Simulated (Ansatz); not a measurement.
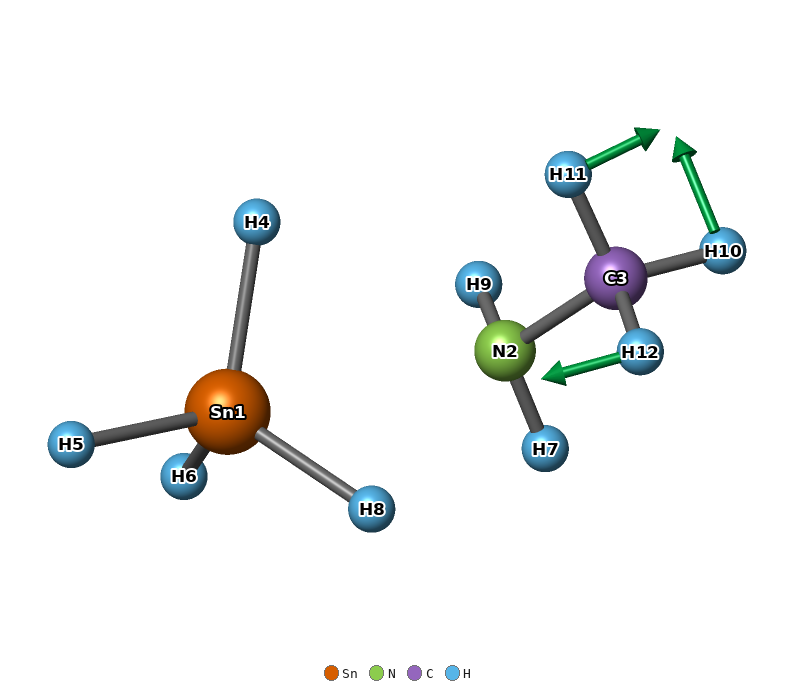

The arrows show one normal mode. Harmonic vibrations computed with RKS PBE0-D4/def2-TZVP, core potentials on Sn (Ansatz 0.2.0) at a stationary point of the same level.

Question: What kind of motion is it?

Answer: Mostly H–C–H bending.

Question: Estimate its harmonic wavenumber.

Answer: 1511 cm⁻¹; it is mode 20 of 30 counted from the lowest.
